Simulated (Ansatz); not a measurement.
C$_{4}$H$_{4}$S (SMILES CC#CC=S)

```xyz
9

C    -0.1372   -1.4118   -1.1690
C    -0.0149   -0.3311   -0.2192
C     0.0828    0.5900    0.5569
C     0.1991    1.6420    1.4782
S     0.1642    3.2198    1.1058
H    -1.1598   -1.4614   -1.5541
H     0.1038   -2.3747   -0.7135
H     0.5287   -1.2521   -2.0210
H     0.3216    1.3329    2.5188
```

Geometry: PBE0-D4/def2-TZVP.

Theory: Ansatz 0.2.0, RKS PBE0-D4/def2-TZVPP.

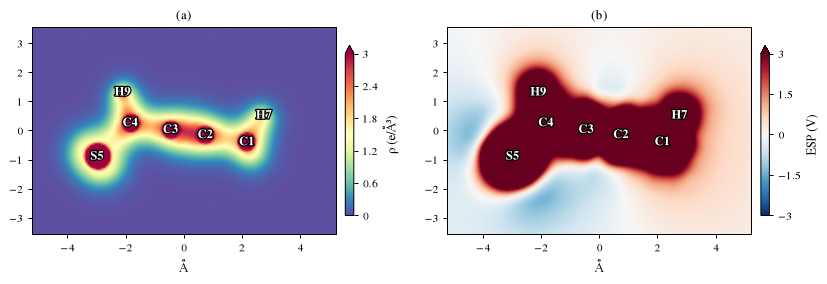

Figure 1. (a) electron density; (b) electrostatic potential on the plane of atoms C3, C4 and H9.

Describe what can be read from this map.

Answer. The section cuts through C, S and H sites. C–C (1.21 Å): ρ at the midpoint is about 2.8 e/Å³. C–S (1.62 Å): the density is about 1.7 e/Å³ at the midpoint. C–H (1.09 Å): ρ at the midpoint is about 2 e/Å³. Outside the dense part of the molecule the potential is most negative (−1.4 V) near S5.

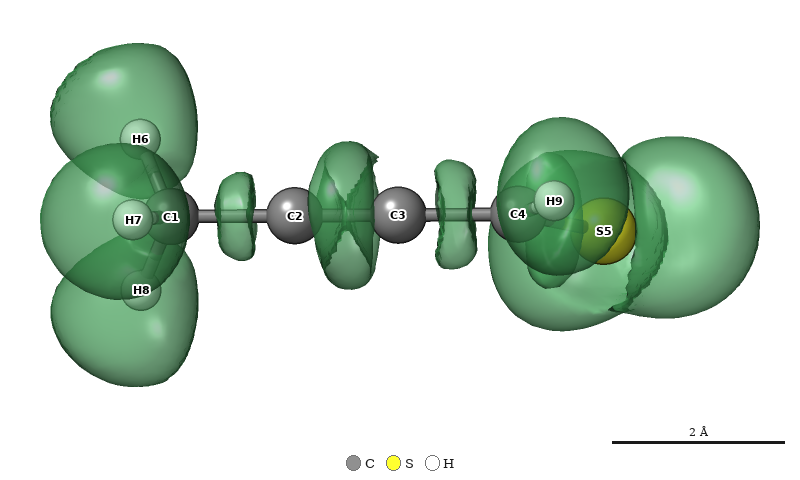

Figure 2. Isosurface of the electron localisation function at 0.8 (green), seen from one side. Only the valence region is drawn (cores and ρ < 0.01 e/Å³ removed).

Identify the bonds, lone pairs and shells in this picture.

Answer. At this value the surface marks out three regions between bonded C–C atoms (shared pairs), one region between bonded C–S atoms (shared pairs), four regions around hydrogen nuclei and one ring or bowl of non-bonding electrons around S. Profiles from the grid: C–C (1.21 Å): the ELF peaks at about 0.85 between the atoms (a multiple bond). C–S (1.62 Å): the ELF peaks at about 0.90 between the atoms (a covalent bond).

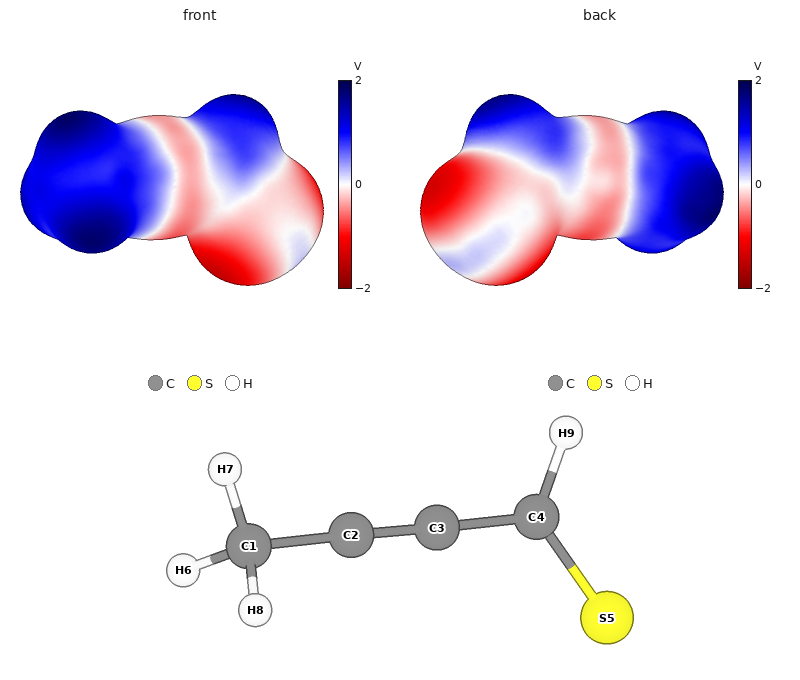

Figure 3. The molecular electrostatic potential painted on the density surface at 0.004 e/bohr³, seen from the front and from behind; the colour scale runs from red (negative) to blue (positive). The bare structure is drawn below in the same view.

Describe the electrostatic potential map.

Answer. The most negative region (about −1.3 V) lies over S5, the most positive (about +1.8 V) over H6, H7 and H8.
